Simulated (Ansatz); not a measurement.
**TiCl2F2 (SMILES [F][Ti]([F])([Cl])[Cl]) at 5 levels**

Aim: a comparison of 5 runs (HF/3-21G, HF/def2-SVP, PBE0/def2-SVP, B3LYP/6-31G*) of TiCl2F2. 

Program for the calculation: Ansatz 0.2.0.

1 further run of the same task is left out (it didn't finish).

### 1 The structure to begin with

TiCl2F2 has 5 atoms, charge 0, and is taken as a singlet. SMILES: `[F][Ti]([F])([Cl])[Cl]`. The shape is that of a PBE0-D4/def2-TZVP optimisation.

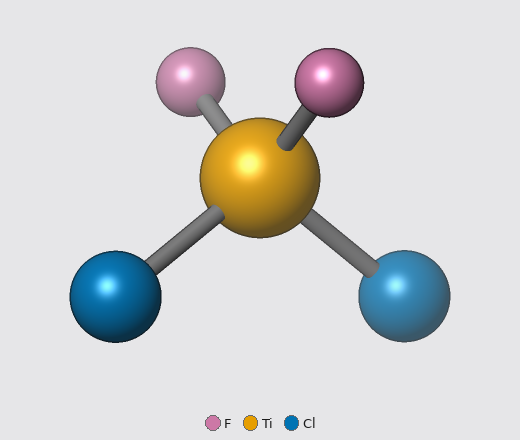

Viewed from a chosen angle; fluorine pink, titanium amber, chlorine blue.

### 2 Energy and forces at HF/3-21G (run 1)

molecule.yaml reads:

```yaml
crystal:
  periodic: [false, false, false]
  atoms:
    - {symbol: F, position_ang: [-0.136700, -0.246700, 1.769300]}
    - {symbol: Ti, position_ang: [0.055200, -0.056400, 0.057100]}
    - {symbol: F, position_ang: [1.386100, -1.030000, -0.477000]}
    - {symbol: Cl, position_ang: [-1.758200, -0.694200, -0.949800]}
    - {symbol: Cl, position_ang: [0.453600, 2.027300, -0.399500]}
basis:
  gaussian: {orbitals: 3-21G-spherical.json}
hamiltonian: {xc: hf}
accuracy: high
output: {forces: true, orbitals: {seedname: orbitals}}
```

The basis set 3-21G is read from a file made from the Basis Set Exchange's data (not shown).

Run with:

```bash
$ ansatz run molecule.yaml --threads 1 --pin off --max-ram 2610MiB --events-out events.jsonl --progress --plain --runs-dir runs
```

Output:

```text
Warning: RAYON_NUM_THREADS=1 ignored (pool sized by the plan → 1); use --threads N
Functional definition: HF
  name "HF"
  exchange = exact_x
  correlation = 0
1506 factors; integrals over basis functions are off by at most 6.9e-9 eV
mean field evaluation 1: about -53240.9838 eV, gradient 5.6e1 eV
mean field evaluation 2: about -53241.1394 eV, gradient 5.6e1 eV
mean field evaluation 4: about -53250.6189 eV, gradient 8.1e0 eV
mean field evaluation 8: about -53250.7347 eV, gradient 7.6e-1 eV
mean field evaluation 16: about -53250.7386 eV, gradient 2.0e-8 eV
mean field -53250.73856075 eV, -1956.9285474604 hartree, gradient 1.5e-8 eV, S^2 0.000000; 0 other end points of the search recorded, 0 dependent functions left out
the calculation of the forces begins
reference -53250.73856075 eV, -1956.9285474604 hartree; 37, 37 occupied and 34, 34 virtual orbitals, 1506 factors
Total energy: -53250.73856075 eV, -1956.9285474604 hartree
Atom 0 at    -0.136700    -0.246700     1.769300 Å, force     0.202411     0.106426    -1.339310 eV/Å
Atom 1 at     0.055200    -0.056400     0.057100 Å, force     1.292010    -1.320945     1.338766 eV/Å
Atom 2 at     1.386100    -1.030000    -0.477000 Å, force    -1.030299     0.740047     0.480673 eV/Å
Atom 3 at    -1.758200    -0.694200    -0.949800 Å, force    -0.613370    -0.232047    -0.334953 eV/Å
Atom 4 at     0.453600     2.027300    -0.399500 Å, force     0.149248     0.706519    -0.145177 eV/Å
Dipole moment:     0.127003    -0.129743     0.131272 e Å
```

It took 7.5 s on 1 thread of Intel Xeon at 2.50GHz (Skylake/Cascade Lake), shared host; peak memory 0.2 GiB.

### 3 Energy and forces at HF/def2-SVP (run 2)

run.yaml reads:

```yaml
basis:
  gaussian: {orbitals: def2-SVP}
crystal:
  periodic: [false, false, false]
  atoms:
    - {symbol: F, position_ang: [-0.136700, -0.246700, 1.769300]}
    - {symbol: Ti, position_ang: [0.055200, -0.056400, 0.057100]}
    - {symbol: F, position_ang: [1.386100, -1.030000, -0.477000]}
    - {symbol: Cl, position_ang: [-1.758200, -0.694200, -0.949800]}
    - {symbol: Cl, position_ang: [0.453600, 2.027300, -0.399500]}
hamiltonian: {xc: hf}
accuracy: high
output: {forces: true, orbitals: {seedname: orbitals}}
```

Run with:

```bash
$ ansatz run run.yaml --threads 1 --pin off --max-ram 2610MiB --events-out events.jsonl --progress --plain --runs-dir runs
```

Output (excerpt; [...] marks lines left out):

```text
Warning: RAYON_NUM_THREADS=1 ignored (pool sized by the plan → 1); use --threads N
[... 2 set-up lines as earlier in the session ...]
[...]
2006 factors; integrals over basis functions are off by at most 4.0e-9 eV
[...]
mean field -53496.59696172 eV, -1965.9636770475 hartree, gradient 1.8e-8 eV, S^2 0.000000; 0 other end points of the search recorded, 0 dependent functions left out
[...]
reference -53496.59696172 eV, -1965.9636770475 hartree; 37, 37 occupied and 58, 58 virtual orbitals, 2006 factors
Total energy: -53496.59696172 eV, -1965.9636770475 hartree
Atom 0 at    -0.136700    -0.246700     1.769300 Å, force     0.099685     0.086412    -0.827549 eV/Å
Atom 1 at     0.055200    -0.056400     0.057100 Å, force     0.594641    -0.608260     0.617136 eV/Å
Atom 2 at     1.386100    -1.030000    -0.477000 Å, force    -0.640706     0.466854     0.265966 eV/Å
Atom 3 at    -1.758200    -0.694200    -0.949800 Å, force    -0.091058    -0.051652    -0.043777 eV/Å
Atom 4 at     0.453600     2.027300    -0.399500 Å, force     0.037437     0.106646    -0.011776 eV/Å
Dipole moment:    -0.044826     0.045842    -0.046457 e Å
```

Wall time 14 s (1 thread of Intel Xeon at 2.50GHz (Skylake/Cascade Lake), shared host); peak memory 0.34 GiB.

Runs 3 to 4 aren't shown in full; the table further down has their settings and results.

### 4 Energy and forces at B3LYP/6-31G(d) (Cartesian functions) (run 5)

molecule.yaml reads:

```yaml
crystal:
  periodic: [false, false, false]
  atoms:
    - symbol: F
      position_ang: [-0.136700, -0.246700, 1.769300]
    - symbol: Ti
      position_ang: [0.055200, -0.056400, 0.057100]
    - symbol: F
      position_ang: [1.386100, -1.030000, -0.477000]
    - symbol: Cl
      position_ang: [-1.758200, -0.694200, -0.949800]
    - symbol: Cl
      position_ang: [0.453600, 2.027300, -0.399500]
basis:
  gaussian:
    orbitals: "6-31G*"
hamiltonian:
  xc: {name: B3LYP}
accuracy: high
output: {forces: true, orbitals: {seedname: orbitals}}
```

Run with:

```bash
$ ansatz run molecule.yaml --threads 1 --pin off --max-ram 2610MiB --events-out events.jsonl --progress --plain --runs-dir runs
```

Output (excerpt; [...] marks lines left out):

```text
Warning: RAYON_NUM_THREADS=1 ignored (pool sized by the plan → 1); use --threads N
Functional definition: B3LYP
  name "B3LYP"
[...]
2139 factors; integrals over basis functions are off by at most 3.8e-9 eV
[...]
mean field -53600.48958818 eV, -1969.7816606487 hartree, gradient 1.8e-8 eV, S^2 0.000000; 0 other end points of the search recorded, 0 dependent functions left out
[...]
reference -53600.48962820 eV, -1969.7816621195 hartree; 37, 37 occupied and 67, 67 virtual orbitals, 2139 factors
Total energy: -53600.48962820 eV, -1969.7816621195 hartree
Atom 0 at    -0.136700    -0.246700     1.769300 Å, force     0.041220     0.010309    -0.216295 eV/Å
Atom 1 at     0.055200    -0.056400     0.057100 Å, force     0.369102    -0.377797     0.383906 eV/Å
Atom 2 at     1.386100    -1.030000    -0.477000 Å, force    -0.163761     0.115341     0.087491 eV/Å
Atom 3 at    -1.758200    -0.694200    -0.949800 Å, force    -0.314709    -0.109563    -0.175192 eV/Å
Atom 4 at     0.453600     2.027300    -0.399500 Å, force     0.068148     0.361710    -0.079910 eV/Å
Dipole moment:     0.033978    -0.034689     0.035066 e Å
```

It took 38 s on 1 thread of Intel Xeon at 2.50GHz (Skylake/Cascade Lake), shared host; peak memory 0.44 GiB.

### 5 Overview of the runs

| run | level | Cartesian functions | energy (Eh) | dipole moment (D) | HOMO energy (eV) | LUMO energy (eV) | wall time |
| --- | --- | --- | --- | --- | --- | --- | --- |
| 1 | HF/3-21G | no | -1956.928547 | 1.08 | -13.50 | -0.57 | 7.5 s |
| 2 | HF/def2-SVP | no | -1965.963677 | 0.38 | -13.21 | -0.08 | 14 s |
| 3 | PBE0/def2-SVP | no | -1968.582694 | 0.16 | -9.77 | -3.68 | 29 s |
| 4 | B3LYP/6-31G* (spherical functions) | no | -1969.766699 | 0.32 | -9.52 | -3.86 | 35 s |
| 5 | B3LYP/6-31G* (Cartesian functions) | yes | -1969.781662 | 0.29 | -9.50 | -3.79 | 38 s |

### 6 Summary of results

| quantity | value |
| --- | --- |
| run 5: total energy | -1969.78166 Eh |
| run 5: dipole moment | 0.29 D |
| run 5: HOMO energy | -9.50 eV |
| run 5: LUMO energy | -3.79 eV |
| run 5: HOMO–LUMO gap | 5.71 eV |
| run 5: largest force on an atom | 0.653 eV/Å |

In words: The dipole moment (its size) runs from 0.16 D (PBE0/def2-SVP) to 1.08 D (HF/3-21G). The two ends differ in method and basis. The two dipoles point in opposite directions. The HOMO–LUMO gap runs from 5.66 eV (B3LYP/6-31G*) to 13.14 eV (HF/def2-SVP). Totals of different functionals can't be ranked against each other. All runs together took 2.1 min, the longest 38 s.
